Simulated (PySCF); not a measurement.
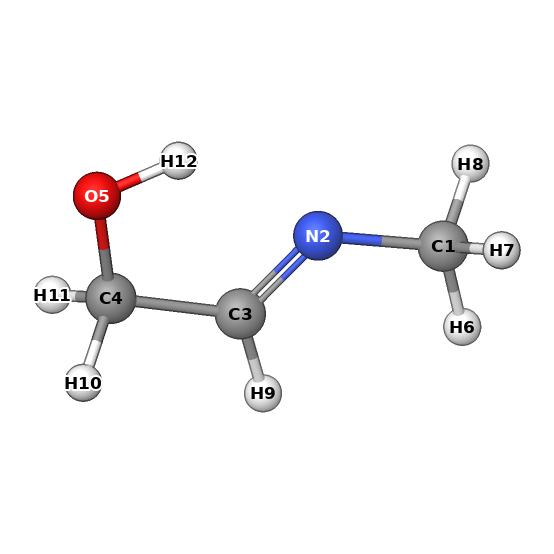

The computed structure is the end point of a PBE0-D3(BJ)/def2-SVP optimisation. No frequency run is at hand to confirm it as a minimum. Method: B3LYP/pcJ-1 indirect spin-spin coupling, non-relativistic, gas phase (PySCF 2.14.0). Isotopes: 13C, 1H, 15N, 17O.

Give the spin–spin coupling constants of these pairs, with the number of bonds between them: N2/C3, N2/H6, N2/H9, N2/C4, N2/H10, N2/O5, N2/H11.

```
   pair  bonds apart  J (Hz)
 N2, C3            1   −10.9
 N2, H6            2     1.2
 N2, H9            2     3.7
 N2, C4            2    −4.4
N2, H10            3    −2.6
 N2, O5            3     3.0
N2, H11            3    −2.5
```
